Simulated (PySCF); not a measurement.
GaCl₃, singlet, geometry in Å:

```xyz
4

Ga     0.0000     0.0000     0.0000
Cl     2.1127     0.0000     0.0000
Cl    -1.0563     1.8296     0.0000
Cl    -1.0563    -1.8296     0.0000
```

Unscaled harmonic wavenumbers and double-harmonic intensities, PBE0/def2-TZVP with PySCF 2.14.0, isolated molecule. The structure is the lowest point that the starts tried gave, with the shape that electron-pair counting expects. Degenerate modes count as one line, with their intensities summed. Lorentzian lines of 8 cm⁻¹ full width. Close modes add up in the curve.

Predict the infrared spectrum.

Answer. The most intense lines (point group D3h) lie at 472.8 cm⁻¹ (182.7 km/mol, e'), 123.9 cm⁻¹ (15.3 km/mol, e') and 140.1 cm⁻¹ (12.9 km/mol, a2''). It has no imaginary mode, so it is a minimum.

| cm⁻¹ | km/mol | symmetry |
| --- | --- | --- |
| 123.9 | 15.3 | e' (×2) |
| 140.1 | 12.9 | a2'' |
| 382.9 | 0.0 | a1' |
| 472.8 | 182.7 | e' (×2) |

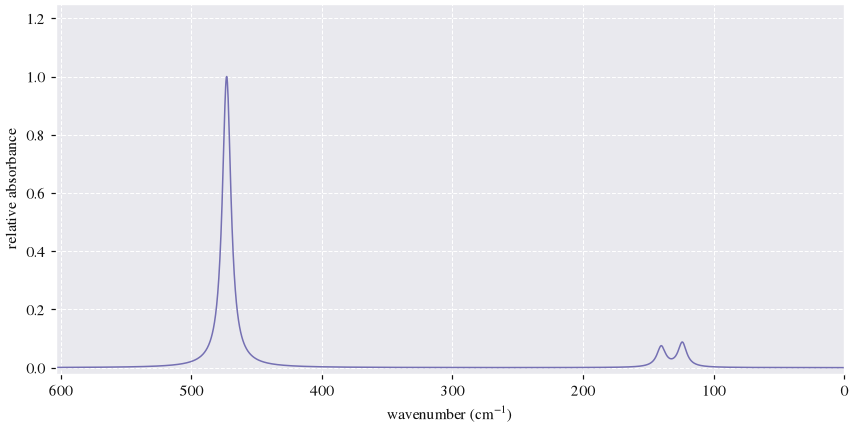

Known limits of this run: no scalar relativity.
